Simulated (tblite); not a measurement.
**Molecular dynamics, with input and output: C5H8O3S (part 1 of 2)**

- system: C5H8O3S, SMILES O=S(=O)(O)C1=CCCC1
- method: GFN2-xTB Langevin dynamics, gas phase (tblite 0.8.0)

It belongs to a series of runs on one base structure; here: H on C replaced by SO3H.

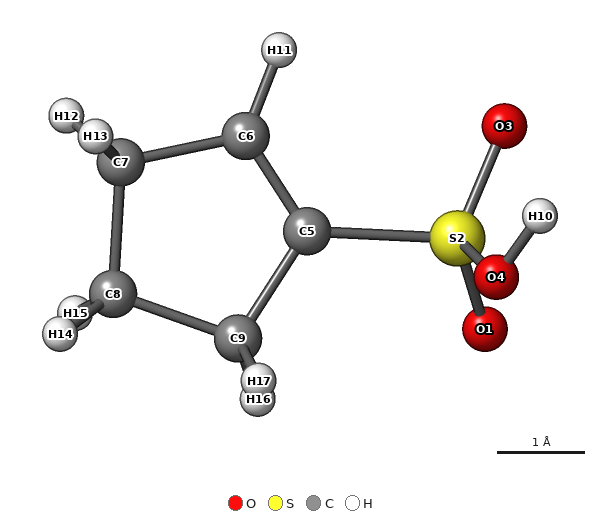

Figure 1. The input geometry (ball-and-stick view, seen at a tilt; atoms are numbered from 1 in the order of the input).

Results in brief

| quantity | value |
| --- | --- |
| outcome | finished |
| mean temperature over the second half | 321 K |
| trajectory | 41 frames kept, 1000 fs |
| hardware | 1 CPU thread, shared host |
| wall time | 52 s |
| peak memory | 0.18 GiB |

Input
```
{"job": {"kind": "md", "xc": "GFN2-xTB", "basis": "xTB", "temperature": 300, "steps": 2000, "every": 50}, "charge": 0, "multiplicity": 1}
O      2.278820    -0.393656    -1.907101
S      2.133723     0.056589    -0.562909
O      2.823531     1.236408    -0.133007
O      2.605354    -1.138496     0.429358
C      0.424040     0.148356    -0.149691
C     -0.147277     1.104593     0.558107
C     -1.612726     0.843644     0.738439
C     -1.896009    -0.350090    -0.198831
C     -0.515646    -0.923403    -0.583665
H      3.214897    -0.777571     1.074420
H      0.354827     1.960469     0.970897
H     -2.211669     1.718976     0.486858
H     -1.816526     0.596864     1.783248
H     -2.524009    -1.097896     0.280398
H     -2.412200    -0.001118    -1.091944
H     -0.415829    -1.119942    -1.650537
H     -0.290300    -1.851698    -0.053950
```

The first line tells a small driver script what to run in tblite; the rest is the geometry in Å.

Command:
```bash
OMP_NUM_THREADS=1 python <driver script> task.json out
```

Output
```
t/fs     T/K      E/eV
    0.0   259.0   -822.20867
   25.0   240.3   -821.86373
   50.0   267.4   -821.78003
   75.0   304.2   -821.81654
  100.0   304.3   -821.89721
  125.0   257.6   -821.69590
  150.0   342.6   -821.75947
  175.0   280.3   -821.53677
  200.0   318.4   -821.74978
  225.0   261.4   -821.76442
  250.0   250.6   -821.78706
  275.0   286.2   -821.74295
  300.0   195.9   -821.72834
  325.0   238.1   -821.84406
  350.0   349.6   -821.72540
  375.0   293.2   -821.45448
  400.0   377.8   -821.58838
  425.0   376.0   -821.71714
  450.0   329.0   -821.70060
  475.0   274.9   -821.43009
  500.0   307.9   -821.48072
  525.0   343.4   -821.64010
  550.0   339.8   -821.40773
  575.0   412.6   -821.43194
  600.0   360.5   -821.36369
  625.0   468.4   -821.67059
  650.0   387.5   -821.62051
  675.0   318.9   -821.63642
  700.0   287.3   -821.66189
  725.0   335.1   -821.74474
  750.0   288.3   -821.48358
  775.0   264.2   -821.65629
  800.0   265.2   -821.56305
  825.0   230.0   -821.54908
  850.0   313.2   -821.57579
  875.0   299.8   -821.59160
  900.0   357.3   -821.65509
  925.0   321.2   -821.77147
  950.0   256.5   -821.74924
  975.0   253.7   -821.45353
 1000.0   327.5   -821.27293
```

Trajectory as extended XYZ (Å, eV, eV/Å), 28 of the 41 frames kept, from step=0 to step=40
```
17
Properties=species:S:1:pos:R:3:forces:R:3 step=0 time_fs=0.0 energy=-822.20867 temperature=259.0
O     2.2788   -0.3937   -1.9071   -0.0023   0.0037   0.0060
S     2.1337    0.0566   -0.5629    0.0009  -0.0002  -0.0008
O     2.8235    1.2364   -0.1330   -0.0001  -0.0004  -0.0020
O     2.6054   -1.1385    0.4294    0.0045   0.0019   0.0069
C     0.4240    0.1484   -0.1497   -0.0035   0.0006  -0.0009
C    -0.1473    1.1046    0.5581    0.0002  -0.0001  -0.0007
C    -1.6127    0.8436    0.7384    0.0004   0.0001   0.0000
C    -1.8960   -0.3501   -0.1988    0.0004  -0.0017  -0.0035
C    -0.5156   -0.9234   -0.5837   -0.0034  -0.0033  -0.0007
H     3.2149   -0.7776    1.0744   -0.0054  -0.0027  -0.0072
H     0.3548    1.9605    0.9709   -0.0018   0.0012   0.0023
H    -2.2117    1.7190    0.4869    0.0040  -0.0009  -0.0013
H    -1.8165    0.5969    1.7832    0.0034   0.0008   0.0017
H    -2.5240   -1.0979    0.2804    0.0028   0.0010   0.0009
H    -2.4122   -0.0011   -1.0919    0.0008   0.0006  -0.0026
H    -0.4158   -1.1199   -1.6505   -0.0016   0.0003   0.0020
H    -0.2903   -1.8517   -0.0540    0.0008  -0.0007  -0.0003
17
Properties=species:S:1:pos:R:3:forces:R:3 step=1 time_fs=25.0 energy=-821.86373 temperature=240.3
O     2.2634   -0.3995   -1.9014    0.4163  -0.2708  -0.2664
S     2.1619    0.0447   -0.5576   -2.4320  -0.0655   0.1536
O     2.7815    1.2591   -0.1576    0.5470   0.3386   0.3318
O     2.5771   -1.1486    0.4489    0.1595  -0.1884  -0.1538
C     0.3568    0.1361   -0.1805    2.0265  -1.2465  -0.1637
C    -0.1508    1.0074    0.6397   -0.8997   0.1774   0.3413
C    -1.6412    0.8497    0.7496   -0.1385   0.4301  -1.0271
C    -1.9136   -0.4298   -0.0912    0.3036  -0.1198   0.4323
C    -0.5650   -0.9310   -0.6871   -0.2595   2.0650   0.5842
H     3.0448   -0.8535    1.2275    0.0519   0.1930   0.0265
H     0.4202    1.7285    1.1485    0.2897   0.8345   0.3393
H    -2.1509    1.7167    0.2554    0.4064  -0.4664   0.5598
H    -1.9994    0.7696    1.7720    0.0498   0.0273   0.0255
H    -2.3384   -1.1558    0.5635   -0.1712  -0.8036   0.5099
H    -2.6619   -0.2634   -0.8387   -0.1879   0.2613  -0.5982
H    -0.5367   -0.7669   -1.7398   -0.1597  -0.7448  -0.9351
H    -0.2450   -1.8954   -0.3451   -0.0024  -0.4215  -0.1601
17
Properties=species:S:1:pos:R:3:forces:R:3 step=3 time_fs=75.0 energy=-821.81654 temperature=304.2
O     2.1119   -0.2914   -1.9139    0.0582   0.3197   0.4804
S     1.9983    0.1086   -0.5393   -1.0495  -0.4265  -1.0996
O     2.6295    1.2956   -0.0837    0.6791   0.4150   0.3241
O     2.4828   -1.1425    0.3455   -0.4554  -0.3383  -0.3281
C     0.2793    0.1580   -0.1090    0.1648   0.5485  -0.2299
C    -0.3037    0.9148    0.8157    0.2910  -1.1463  -1.0228
C    -1.7667    0.6237    0.8993    0.4320  -0.9061  -0.7257
C    -1.8610   -0.6943    0.0158   -2.1716  -0.0061  -0.2861
C    -0.6232   -0.7551   -0.8929    0.6144   0.0279   2.4065
H     3.1269   -0.8471    0.9579    0.7254   0.2824   0.7426
H     0.2124    1.5807    1.4412    0.3656   0.6833   0.5430
H    -2.3045    1.4650    0.4606   -0.2419  -0.1594   0.1002
H    -2.0385    0.4846    1.9446   -0.3355  -0.0938  -0.1820
H    -2.0089   -1.5921    0.6574    0.5029   0.6460  -0.2838
H    -2.7697   -0.7102   -0.6620    0.6817   0.3232   0.8832
H    -0.8315   -0.3524   -1.8683    0.2622  -0.3639  -0.3767
H    -0.1050   -1.7236   -0.7964   -0.5234   0.1944  -0.9454
17
Properties=species:S:1:pos:R:3:forces:R:3 step=4 time_fs=100.0 energy=-821.89721 temperature=304.3
O     2.0944   -0.1890   -1.9473   -0.1438   0.1269   1.9997
S     1.9594    0.1266   -0.5245    0.7111  -0.3321  -1.6997
O     2.6837    1.2713   -0.0445   -0.3364  -0.3043   0.1510
O     2.3999   -1.1567    0.4093   -0.2085   0.1268  -0.5167
C     0.2576    0.1255   -0.1116   -1.1031  -0.4572  -0.8781
C    -0.3403    0.8114    0.8346   -1.1525   0.0029  -0.0222
C    -1.8438    0.5033    0.8796    1.3071  -0.9968   0.9572
C    -1.9457   -0.8133    0.0922   -0.1927   0.0201  -0.9620
C    -0.7444   -0.7534   -0.9037    0.7269   0.3125   1.9675
H     3.0724   -0.9578    1.0577    0.0960   0.2203  -0.0423
H     0.0741    1.5523    1.4745    0.3175   0.1861   0.2738
H    -2.3848    1.2838    0.4147   -0.5381   0.8132  -0.5110
H    -2.1759    0.4214    1.9236   -0.0078  -0.0617  -0.2736
H    -1.9302   -1.7192    0.7073    0.3309   0.3861   0.1200
H    -2.8675   -0.8880   -0.4984    0.0317   0.1905   0.2345
H    -1.0524   -0.2387   -1.8104    0.3554  -0.3562  -0.1331
H    -0.2811   -1.7326   -1.0057   -0.1937   0.1229  -0.6651
17
Properties=species:S:1:pos:R:3:forces:R:3 step=6 time_fs=150.0 energy=-821.75947 temperature=342.6
O     2.2449   -0.2277   -1.8995   -0.4508   0.7334   2.7985
S     1.9729    0.0680   -0.4714    0.4349   0.0280  -2.2417
O     2.7086    1.0799    0.2476   -0.2173  -0.2058  -0.5848
O     2.1944   -1.2718    0.3787   -0.3074  -0.6317  -0.5584
C     0.2359    0.2199   -0.1781   -0.4318  -1.1461   0.1656
C    -0.3416    0.8963    0.8095   -0.1277  -1.2887  -0.4308
C    -1.7865    0.4671    0.9169   -0.4146  -0.3459   1.2103
C    -1.9435   -0.7994    0.0442    0.1774  -0.1541  -0.6363
C    -0.6977   -0.7650   -0.8990    0.1246   1.3777  -0.2365
H     2.7062   -1.0305    1.1309    0.4710   0.1369   0.6817
H     0.1954    1.5085    1.5025   -0.1937   0.3931  -0.0270
H    -2.4581    1.2253    0.5539   -0.1193   0.5719  -0.3633
H    -2.1421    0.3074    1.9722    0.6387  -0.0365  -0.7187
H    -1.9196   -1.7523    0.6030    0.0508   0.6071   0.0388
H    -2.9236   -0.7704   -0.4860    0.8146  -0.0486   0.1570
H    -0.8620   -0.2167   -1.8514   -0.4496  -0.5547   0.2304
H    -0.2788   -1.7467   -1.1748    0.0002   0.5639   0.5151
17
Properties=species:S:1:pos:R:3:forces:R:3 step=7 time_fs=175.0 energy=-821.53677 temperature=280.3
O     2.3111   -0.1571   -1.8064   -0.7954   0.4773   1.2839
S     1.9603    0.0958   -0.4192    0.8332  -2.7439  -2.9115
O     2.6215    1.1205    0.2412    1.6156   1.7115   1.7077
O     2.1924   -1.4026    0.2657   -0.4473   0.7011  -0.9177
C     0.3008    0.2115   -0.1209   -2.4370   0.2406   0.8168
C    -0.4318    0.8824    0.7787    2.3715   0.2734  -1.0655
C    -1.8120    0.4715    0.8325   -1.2878  -0.1278   0.4213
C    -1.8834   -0.7533   -0.0540   -0.3998  -1.7106  -0.8207
C    -0.5741   -0.7208   -0.8562    0.4175  -0.2277  -2.0705
H     2.5840   -1.4334    1.1144    0.4789   0.1898   1.0100
H    -0.0658    1.7058    1.3274    0.3589   0.5163   0.6533
H    -2.5008    1.2863    0.6307   -0.1432   0.1541  -0.6836
H    -2.0481    0.2470    1.8520   -0.2298  -0.4738   0.9038
H    -1.9253   -1.7176    0.5340    0.1568   1.0405  -0.3081
H    -2.7543   -0.8222   -0.7320    0.3153   0.3778   0.3564
H    -0.6368   -0.3049   -1.9174   -0.5104  -0.1914   1.0519
H    -0.0563   -1.6605   -1.0722   -0.2971  -0.2073   0.5725
17
Properties=species:S:1:pos:R:3:forces:R:3 step=9 time_fs=225.0 energy=-821.76442 temperature=261.4
O     2.2051    0.1176   -1.8258   -0.3891   0.4458   1.4720
S     1.9793    0.2627   -0.4002    0.2658  -2.7875  -1.3230
O     2.7730    1.1229    0.3844    0.1449   1.6021   0.5101
O     2.3842   -1.2215    0.2787   -0.4527   0.5701   0.0744
C     0.2265    0.1804   -0.0795   -0.1021   0.0314  -0.0296
C    -0.5272    0.7836    0.8241   -0.7655  -0.7493  -0.9713
C    -1.9886    0.4057    0.6661   -0.1127  -1.0555   0.8430
C    -1.9822   -0.7079   -0.4386   -0.1866   0.4409  -0.1324
C    -0.5128   -0.8422   -0.8743    0.4301  -0.4363   0.6252
H     2.6473   -1.0312    1.1935   -0.0480  -0.1517  -0.5795
H    -0.2129    1.4581    1.5532    0.3810   0.9174   0.7792
H    -2.5964    1.2727    0.4006    0.1648  -0.0485  -0.1395
H    -2.4407    0.0166    1.6337    0.6514   0.3714  -0.9298
H    -2.3894   -1.6706   -0.0891    0.1453   0.5266  -0.0416
H    -2.5779   -0.3660   -1.3067    0.1737  -0.2607   0.4857
H    -0.3548   -0.7866   -1.9151   -0.0498   0.8644  -1.4012
H    -0.0335   -1.8107   -0.7157   -0.2505  -0.2807   0.7583
17
Properties=species:S:1:pos:R:3:forces:R:3 step=10 time_fs=250.0 energy=-821.78706 temperature=250.6
O     2.1460    0.2464   -1.7732   -0.1372  -0.2475   2.0034
S     2.0227    0.2324   -0.3107   -0.9803   1.1348  -2.8771
O     2.6453    1.3163    0.3790    0.1078  -0.2040   0.5821
O     2.5142   -1.1661    0.2048   -0.1798  -0.8815  -0.7437
C     0.2712    0.0943    0.0183   -0.4385  -0.2890   0.1613
C    -0.5696    0.7288    0.8255    0.8301   1.1169  -0.0837
C    -2.0010    0.3423    0.6092    0.3180  -0.3786   1.3830
C    -1.9657   -0.6088   -0.5646   -0.1984  -0.5177  -1.0955
C    -0.4755   -0.8314   -0.8748    0.6694  -0.1298  -1.9535
H     2.9756   -1.1571    1.0139    0.6719   0.1682   1.1696
H    -0.2819    1.5615    1.4746   -0.1731  -0.5467  -0.1184
H    -2.6451    1.1954    0.4902   -0.1598   0.3921  -0.2135
H    -2.3337   -0.1640    1.5355   -0.0620   0.0977  -0.2718
H    -2.4062   -1.5958   -0.3108   -0.1148   0.7652  -0.3594
H    -2.4526   -0.1383   -1.4619    0.1793  -0.6935   0.8709
H    -0.1896   -0.5835   -1.9373   -0.4188   0.2749   0.7347
H    -0.1826   -1.8822   -0.8866    0.0862  -0.0616   0.8116
17
Properties=species:S:1:pos:R:3:forces:R:3 step=12 time_fs=300.0 energy=-821.72834 temperature=195.9
O     2.1457    0.4288   -1.7419    0.0973   0.3137   0.7703
S     1.9484    0.3419   -0.3169   -0.1998   0.4586  -1.5991
O     2.4163    1.3320    0.5929    0.2438   1.0223   0.1122
O     2.6525   -0.9557    0.1959    1.3559  -0.4427   1.6743
C     0.2528    0.0524   -0.0726    1.1604   0.2108  -0.1892
C    -0.5079    0.6256    0.8159   -1.4708  -0.8820  -0.5433
C    -1.9430    0.1877    0.6091   -0.1598   1.9300  -1.1905
C    -1.9163   -0.6508   -0.6874    1.4909  -0.5485   0.5355
C    -0.3835   -0.9264   -0.9283   -1.7129  -0.9041   0.4829
H     3.1930   -0.5500    0.9365   -0.6884  -1.0640  -1.0364
H    -0.2018    1.2788    1.5536    0.4141   1.1071   1.1216
H    -2.5438    1.1377    0.4561    0.3339  -1.0382   0.2922
H    -2.3325   -0.3462    1.4367   -0.3485  -0.4305   0.7627
H    -2.4030   -1.6077   -0.5390   -0.4083   0.1258  -0.2544
H    -2.2325   -0.1285   -1.5655   -0.7221   0.2821  -0.1436
H    -0.1313   -0.9429   -1.9567    0.4243   0.3787  -0.8697
H    -0.1376   -1.9031   -0.5323    0.1901  -0.5191   0.0745
17
Properties=species:S:1:pos:R:3:forces:R:3 step=13 time_fs=325.0 energy=-821.84406 temperature=238.1
O     2.2345    0.6165   -1.6899    0.0553  -0.3948   0.0709
S     1.9912    0.4144   -0.3002   -0.2565  -0.9818   0.7745
O     2.4187    1.4352    0.6075   -0.0616  -0.1131   0.1089
O     2.6742   -1.0384    0.2466   -1.3880   0.6549  -2.1265
C     0.2534   -0.0171   -0.0475    1.4145   1.2871   0.4746
C    -0.5381    0.6246    0.7931    0.1546   1.1212  -0.3109
C    -1.9463    0.1954    0.5794   -0.3544  -1.0837   0.0266
C    -1.8900   -0.7131   -0.6843   -0.5167  -0.1493   0.3080
C    -0.4050   -1.0336   -0.8518    0.0189  -1.0549  -0.8154
H     3.1946   -0.9518    1.0054    0.9363   0.4305   1.3763
H    -0.2943    1.5050    1.4002    0.0519  -0.7828  -0.2038
H    -2.6315    1.0299    0.4969   -0.1194   0.0131   0.0439
H    -2.2436   -0.4822    1.3906   -0.1842   0.4897   0.2075
H    -2.5263   -1.6137   -0.5143    0.4430   0.6990  -0.4572
H    -2.1699   -0.1823   -1.6065   -0.4273  -0.1524   0.5446
H    -0.1842   -0.9565   -1.9183    0.5167  -0.1019   0.1254
H    -0.0821   -2.0273   -0.5015   -0.2831   0.1192  -0.1473
17
Properties=species:S:1:pos:R:3:forces:R:3 step=15 time_fs=375.0 energy=-821.45448 temperature=293.2
O     2.3438    0.8213   -1.5462    0.0348   0.7849   0.5277
S     1.9962    0.5255   -0.1906    1.6229  -1.1282   0.1339
O     2.3240    1.2548    1.0045    0.4233   0.6514  -0.7757
O     2.7457   -0.9400    0.0701    0.4685   0.8279   1.6910
C     0.3317    0.1801   -0.0767   -1.1108  -0.8053   0.5754
C    -0.5426    0.7744    0.7086   -1.8409  -0.7793  -0.6306
C    -1.8847    0.0136    0.6566    0.2244   0.2398  -0.2611
C    -1.7701   -0.8200   -0.6132    1.0570  -0.2969  -0.4577
C    -0.2268   -1.0474   -0.6968   -0.7686  -0.7353   0.5293
H     3.2995   -0.8022    0.9076   -1.1428  -0.3736  -1.6498
H    -0.5712    1.7426    1.0983    0.5650   0.8597   0.8362
H    -2.7409    0.6618    0.4938   -0.0320   0.2391   0.7641
H    -2.0040   -0.6592    1.5377    0.0482   0.7386  -0.4705
H    -2.2696   -1.7549   -0.5225   -0.3920  -0.8690   0.1877
H    -2.2230   -0.3638   -1.4986    0.4541   0.4042   0.1536
H     0.2219   -1.1498   -1.6648   -0.0575  -0.4095  -0.5114
H    -0.0641   -1.9547   -0.0563    0.4465   0.6515  -0.6419
17
Properties=species:S:1:pos:R:3:forces:R:3 step=16 time_fs=400.0 energy=-821.58838 temperature=377.8
O     2.3332    1.1080   -1.4110    0.0219  -0.8006   0.8883
S     1.9953    0.5094   -0.1385   -0.0967   2.6589   0.3767
O     2.3777    1.2130    1.0786   -0.2989  -0.1918  -0.8969
O     2.6007   -0.9176    0.0635   -0.0464  -1.3671  -1.2312
C     0.2501    0.2023   -0.1167    1.1230  -0.9648   0.6664
C    -0.6132    0.8163    0.6589   -0.5311  -0.0748   1.3249
C    -1.9443    0.0847    0.6341   -0.0971   0.7514   0.5497
C    -1.7506   -0.8591   -0.5117   -0.4465  -0.7431  -2.7172
C    -0.1976   -1.0914   -0.7319   -2.0692   2.0504   0.3402
H     3.0671   -0.9759    0.8779    0.4062   0.1124   0.7750
H    -0.3511    1.5508    1.4277   -0.2777  -0.0213  -0.8271
H    -2.8166    0.7176    0.3834    0.4621  -0.0104   0.5854
H    -2.1360   -0.4366    1.6042    0.2114   0.4582  -0.6151
H    -2.3984   -1.7394   -0.4172    0.6018  -0.1740   0.0817
H    -2.1574   -0.3551   -1.4641    0.7026  -0.5351   1.1374
H     0.1272   -1.0450   -1.7450   -0.0829  -0.5445  -0.8574
H     0.1634   -1.9485   -0.2217    0.4175  -0.6039   0.4193
17
Properties=species:S:1:pos:R:3:forces:R:3 step=18 time_fs=450.0 energy=-821.70060 temperature=329.0
O     2.2729    1.2271   -1.2688    0.4961   0.7846   0.3283
S     1.9931    0.6504    0.0071   -2.3551  -1.3801  -2.0744
O     2.3841    1.1621    1.2573    0.6005   0.9049   0.9053
O     2.4927   -0.8550   -0.0902    1.3743  -0.9556   0.7384
C     0.2525    0.2038   -0.0298   -1.0482   0.8044   0.5363
C    -0.6790    0.8628    0.6644    0.8080  -1.0027  -0.9062
C    -2.0375    0.2876    0.5374    0.0385  -0.4811  -0.1665
C    -1.8609   -0.8719   -0.5034   -0.0479   0.7920   1.1076
C    -0.3816   -0.9259   -0.8169    1.7809   0.0993  -0.0532
H     3.2703   -0.9977    0.4834   -0.6068   0.0521  -0.4342
H    -0.5349    1.7580    1.1759    0.3744   0.9644   0.9222
H    -2.7064    1.0759    0.2352   -0.4176   0.1988  -0.6214
H    -2.4386   -0.0035    1.5006    0.1320  -0.4881   0.3082
H    -2.1183   -1.8512   -0.1501   -0.6153  -0.2292   0.4632
H    -2.4830   -0.6179   -1.3251   -0.2898  -0.0150  -0.9601
H    -0.1564   -0.7943   -1.8936    0.0171  -0.2715   0.5778
H     0.0839   -1.8481   -0.4129   -0.2410   0.2227  -0.6714
17
Properties=species:S:1:pos:R:3:forces:R:3 step=19 time_fs=475.0 energy=-821.43009 temperature=274.9
O     2.2632    1.2577   -1.1675   -0.2291  -0.0058  -0.6635
S     1.8927    0.5824    0.0303    0.3740  -1.0108  -1.3504
O     2.3432    1.1744    1.2090    0.5312   1.1715   2.4481
O     2.6548   -0.9065    0.0143   -0.7397   0.4335  -0.1278
C     0.1573    0.2778    0.0603    1.6059  -0.8955  -0.9203
C    -0.7441    0.8792    0.7946    0.9265   0.8996   1.5489
C    -2.0754    0.3881    0.4108   -1.3043   0.6951   1.6610
C    -1.7727   -0.7594   -0.5491   -1.4214  -1.8570   1.1711
C    -0.3144   -0.8466   -0.8439    1.5110   2.0549   0.0423
H     3.5425   -0.7029    0.3161   -0.0983  -0.0951  -0.0146
H    -0.4944    1.5533    1.6670   -0.4955  -0.6427  -1.4216
H    -2.6938    1.2474    0.0511    0.4822  -0.6953  -0.4426
H    -2.6561    0.0938    1.3222    0.4383  -0.2082  -0.5233
H    -1.9813   -1.7458   -0.0693   -0.7662   0.7303  -0.3457
H    -2.3777   -0.5697   -1.3971   -0.4531  -0.4780  -1.0065
H    -0.1413   -0.6615   -1.9015    0.3809   0.2363  -0.0900
H     0.3249   -1.6879   -0.5645   -0.7423  -0.3326   0.0349
```
